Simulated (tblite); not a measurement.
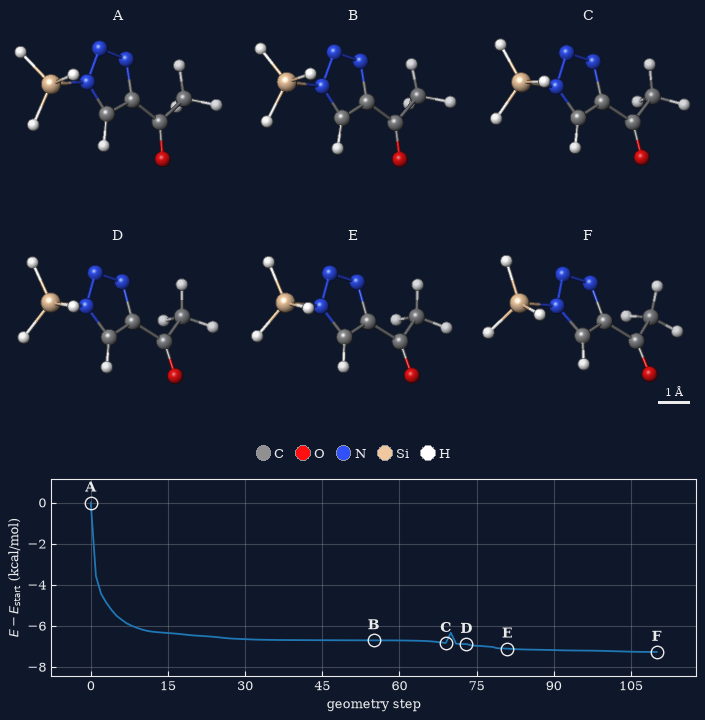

Frames of a relaxation of C₄H₇N₃OSi, marked on the history of the run. Style: ball-and-stick. Shown from a free direction.

Method: GFN2-xTB geometry optimisation, gas phase in tblite 0.8.0. 

**Describe the path.**

The energy falls by 7.27 kcal/mol in 110 geometry steps. An H atom moves most after the best rigid fit: 0.83 Å. Largest moves by element: H 0.83 Å, O 0.71 Å, N 0.38 Å, C 0.29 Å, Si 0.11 Å. Among the contacts that change: N–N 1.315 → 1.263 Å, C–H 1.119 → 1.087 Å, H–Si 1.491 → 1.462 Å, N–Si 1.795 → 1.768 Å. Bond angles that change, for instance: H–Si–H 107.5° → 115.1°, C–C–H 124.6° → 131.5°, N–Si–H 109.1° → 103.0°. Groups turn about C–C by about 45°, N–Si by about 45°. The run took 0.63 s on 1 thread of Arm Neoverse V2 (shared host). From step 0 to 55: an H atom moves most (0.29 Å), energy −6.70 kcal/mol. From step 55 to 69: the O atom moves most (0.31 Å), energy −0.13 kcal/mol. From step 69 to 73: the O atom moves most (0.18 Å), energy −0.05 kcal/mol. From step 73 to 81: an H atom moves most (0.10 Å), energy −0.23 kcal/mol. From step 81 to 110: H atoms move most (0.27 Å), energy −0.16 kcal/mol.

| step | E − E(0), kcal/mol |
| --- | --- |
| 0 | 0.00 |
| 1 | -3.57 |
| 2 | -4.44 |
| 3 | -4.86 |
| 4 | -5.21 |
| 5 | -5.51 |
| 6 | -5.70 |
| 7 | -5.88 |
| 8 | -6.00 |
| 9 | -6.10 |
| 10 | -6.18 |
| 15 | -6.35 |
| 21 | -6.48 |
| 26 | -6.59 |
| 31 | -6.66 |
| 36 | -6.68 |
| 42 | -6.69 |
| 47 | -6.70 |
| 52 | -6.70 |
| 57 | -6.70 |
| 63 | -6.72 |
| 68 | -6.80 |
| 73 | -6.88 |
| 78 | -7.02 |
| 84 | -7.14 |
| 89 | -7.17 |
| 94 | -7.20 |
| 99 | -7.21 |
| 105 | -7.25 |
| 110 | -7.27 |
